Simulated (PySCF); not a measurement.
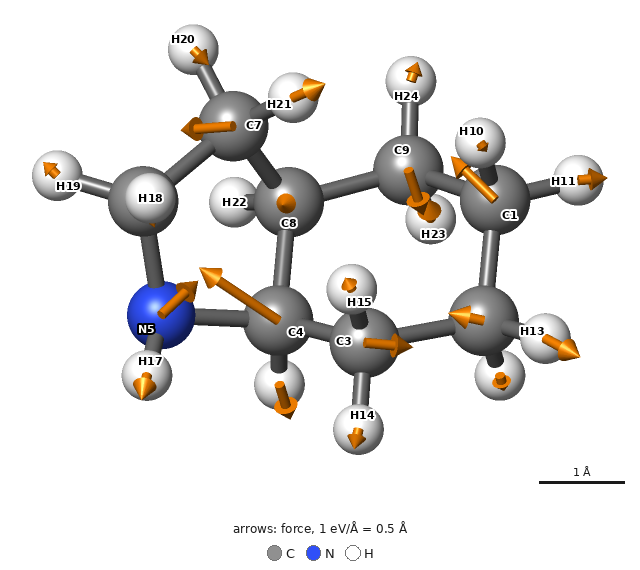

Starting geometry of C$_{8}$H$_{15}$N with the computed forces as orange arrows. The picture is a ball-and-stick view, seen from a free direction.

The start comes from GFN2-xTB. Its atoms were then displaced at random by about 0.01 Å.

Level of theory: PBE0-D3(BJ)/def2-SVP geometry optimisation, gas phase (PySCF 2.14.0, density-fitted response routines). 

Q: What follows when this structure is relaxed?

A: It isn't relaxed: the largest force vector, on a C atom, is 2.44 eV/Å. The final displacements follow the starting forces only in part (cosine between the two patterns 0.49). The energy falls by 0.199 eV in 5 geometry steps. An H atom moves most after the best rigid fit: 0.068 Å. By element the largest moves are H 0.068 Å, C 0.039 Å, N 0.013 Å. Some distances before and after: C–N 1.488 → 1.450 Å, C–C 1.500 → 1.535 Å, C–H 1.071 → 1.106 Å, C–H 1.133 → 1.104 Å. Bond angles that change, for instance: C–C–H 111.4° → 108.4°, N–C–H 107.7° → 110.3°, N–C–H 107.4° → 110.0°.
